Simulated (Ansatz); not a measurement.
# GePNH (quartet): inputs that go wrong at a displaced geometry (v2)

4 inputs are run for GePNH (quartet) as typed; the log has to tell whether the result can be used and what must change.

Method: the settings change from run to run; program: Ansatz 0.2.0, Gaussian basis.

31 further runs of the same task are left out: 7 for a known fault of the program, 8 that didn't finish, 16 set aside as unsound or not needed.

### Step 1. What is computed

The geometry is a PBE0/def2-TZVP stationary point (not a proven minimum) with its atoms shifted at random (size 0.100 Å). No spin-orbit coupling is included. The filled d shell of Ge may be among the frozen orbitals whatever the setting's name suggests; the logs give the count.

4 atoms, charge 0, spin multiplicity 4.

Atoms are counted from 1 here; the program's logs count them from 0.

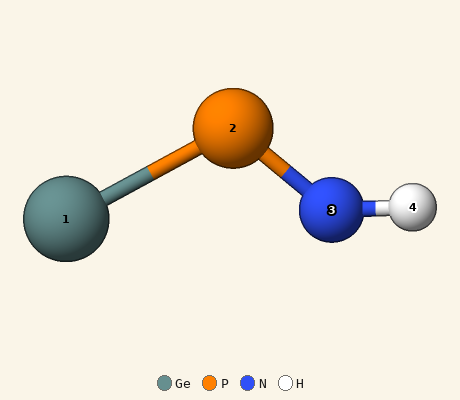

The structure; germanium teal, phosphorus orange, nitrogen blue, hydrogen white; atoms are numbered from 1 in the order of the file.

### Step 2. Input 1

Contents of in.yaml:

```yaml
crystal:
  periodic: [false, false, false]
  atoms:
    - {symbol: Ge, position_ang: [-0.111362, 0.847847, -1.193489]}
    - {symbol: P, position_ang: [-0.111362, 0.547847, -1.243489]}
    - {symbol: N, position_ang: [-0.034741, -0.698982, -2.205319]}
    - {symbol: H, position_ang: [0.048367, -0.863681, -3.189491]}
basis:
  gaussian: {orbitals: cc-pVDZ}
magnetization: {spin_polarized: true, initial_magnetization: 3}
correlation: {method: bccd_t, electrons: outside_noble_gas}
scf: {omitted_lower_state_checks: [cluster_reference]}
```

The run is started by

```sh
> ansatz run in.yaml --threads 1 --pin off --events-out ev --progress --plain --max-ram 2393MiB
```

Standard output, shortened:

```text
Functional definition: HF
  name "HF"
  cite "Fock, Z. Phys. 61, 126 (1930) doi:10.1007/BF01340294"
  parent pbe
[...]
713 factors; integrals over basis functions are off by at most 1.1e-3 eV
[...]
a density is far from that of the atoms, so the factors are made again for it
851 factors; integrals over basis functions are off by at most 1.3e-3 eV
[...]
mean field -63130.24869622 eV, -2319.9938483667 hartree, gradient 1.8e-6 eV, S^2 3.768449; 5 other end points of the search recorded, 0 dependent functions left out
20 core orbitals not correlated, not the lowest: weight in the atoms' cores, before any rotation towards them, 0.145 or more for the frozen orbitals, at most 0.147 for the correlated occupied ones
reference -63130.24869622 eV, -2319.9938483667 hartree; 9, 6 occupied and 35, 38 virtual orbitals, 851 factors
second order -5.05474286 eV of doubles, -0.00000000 eV of singles
cycle   1  -5.39280870 eV  change   -3.4e-1 eV  update   5.3e-2
[...]
cycle  12  -5.54876128 eV  change    1.2e-6 eV  update   1.8e-5
perturbative correction -0.12601828 eV, -0.0046310865 hartree
Total energy: -63135.92347579 eV, -2320.2023926693 hartree
Checks for a lower state left out: cluster_reference
```

Run time: 9.5 s. Hardware: 1 thread of Arm Neoverse V2, shared host.

**Diagnosis.** The run converged, which proves nothing about the input. One atom lies on top of another. The shortest distance is 0.30 Å, against 1.00 Å in the geometry of step 1. Its energy belongs to another geometry. To mend it, restore its position.

### Step 3. Input 2

Contents of in.yaml:

```yaml
crystal:
  periodic: [false, false, false]
  atoms:
    - {symbol: Ge, position_ang: [0.053512, -0.086838, 0.999719]}
    - {symbol: P, position_ang: [-0.111362, 0.547847, -1.243489]}
    - {symbol: N, position_ang: [-0.034741, -0.698982, -2.205319]}
    - {symbol: H, position_ang: [0.048367, -0.863681, -3.189491]}
basis:
  gaussian: {orbitals: cc-pVDZ, point_charges: [{charge: -0.50, position_ang: [3.494, 0.311, 0.578]}]}
magnetization: {spin_polarized: false, initial_magnetization: 3}
correlation: {active_space: {window: {electrons: 5, orbitals: 5}, places: [1, 2]}}
```

Same command.

Standard output:

```text
Error: invalid value for `correlation.active_space`: name one of window, places and ras
```

Run time: 0.03 s. Hardware: 1 thread of Arm Neoverse V2, shared host.

**Diagnosis.** The run was refused. The active space is defined twice. Cure: keep one definition.

### Step 4. Input 3

Contents of in.yaml:

```yaml
crystal:
  periodic: [false, false, false]
  atoms:
    - {symbol: Ge, position_ang: [0.053512, -0.086838, 0.999719]}
    - {symbol: P, position_ang: [-0.111362, 0.547847, -1.243489]}
    - {symbol: N, position_ang: [-0.034741, -0.698982, -2.205319]}
    - {symbol: H, position_ang: [0.048367, -0.863681, -3.189491]}
basis:
  gaussian: {orbitals: cc-pVDZ}
magnetization: {spin_polarized: false, initial_magnetization: 7}
hamiltonian: {xc: {name: r2SCAN}}
correlation: {method: ccsd, electrons: valence}
scf: {lower_state_search: off}
```

Same command.

Standard output, shortened:

```text
Functional definition: r2SCAN
  name "r2SCAN"
  cite "Furness, Kaplan, Ning, Perdew & Sun, J. Phys. Chem. Lett. 11, 8208 (2020) doi:10.1021/acs.jpclett.0c02405"
  cite "Furness, Kaplan, Ning, Perdew & Sun, J. Phys. Chem. Lett. 11, 9248 (2020) doi:10.1021/acs.jpclett.0c03077"
  parent r2scan
[...]
701 factors; integrals over basis functions are off by at most 1.2e-3 eV
[...]
mean field -67297.27657192 eV, -2473.1292982856 hartree, gradient 4.5e-6 eV, S^2 15.750000; 0 other end points of the search recorded, 0 dependent functions left out
15 core orbitals not correlated: weight in the atoms' cores, before any rotation towards them, 1.000 or more for the frozen orbitals, at most 0.000 for the correlated occupied ones
reference -67230.63340464 eV, -2470.6802070605 hartree; 16, 9 occupied and 33, 40 virtual orbitals, 701 factors
second order -7.89011634 eV of doubles, -0.68575000 eV of singles
cycle   1  -8.75171342 eV  change   -1.7e-1 eV  update   7.5e-2
[...]
cycle  17  -9.09566209 eV  change   -2.4e-6 eV  update   2.3e-5
Total energy: -67239.72906673 eV, -2471.0144664772 hartree
Checks for a lower state left out: stability, starts, cluster_reference, orbital_swaps, neighbouring_geometries, increment
```

It took 9 s on 1 thread of Arm Neoverse V2, shared host.

What is wrong: The run converged, which proves nothing about the input. Far too many unpaired electrons are asked for. Its energy belongs to the state of multiplicity 8, not to the quartet that was meant. Cure: set initial_magnetization to that of the wanted state.

### Step 5. Input 4

Contents of in.yaml:

```yaml
crystal:
  periodic: [false, false, false]
  atoms:
    - {symbol: Ge, position_ang: [0.053512, -0.086838, 0.999719]}
    - {symbol: P, position_ang: [-0.111362, 0.547847, -1.243489]}
    - {symbol: N, position_ang: [-0.034741, -0.698982, -2.205319]}
    - {symbol: H, position_ang: [0.048367, -0.863681, -3.189491]}
basis:
  gaussian: {orbitals: STO-3G}
magnetization: {spin_polarized: true, initial_magnetization: 4}
hamiltonian: {pseudopotentials: {relativity: scalar}}
correlation: {method: bccd_t, electrons: outside_noble_gas, diis_vectors: 1}
output: {forces: true}
```

Same command.

Standard output:

```text
Error: a molecule whose nuclei and cores have a total charge of 55 cannot have a net charge of 0 together with 4 unpaired electrons
```

Wall time 0.03 s (1 thread of Arm Neoverse V2, shared host).

What is wrong: The run was refused. The number of unpaired electrons doesn't fit the electron count. To mend it, make charge and initial_magnetization agree.

### Step 6. Summary

```csv
input,level,ended,cause,time
1,BCCD(T) on UHF/cc-pVDZ,converged,one atom lies on top of another,9.5 s
2,"CASSCF(5,5)/cc-pVDZ",refused,the active space is defined twice,0.03 s
3,CCSD/cc-pVDZ,converged,far too many unpaired electrons are asked for,9 s
4,BCCD(T) on UHF/STO-3G,refused,the number of unpaired electrons doesn't fit the electron count,0.03 s
```

2 converged, 2 refused. The input that converges on a wrong geometry or spin is the dangerous one: no error points at it, so geometry and ⟨S²⟩ have to be checked.
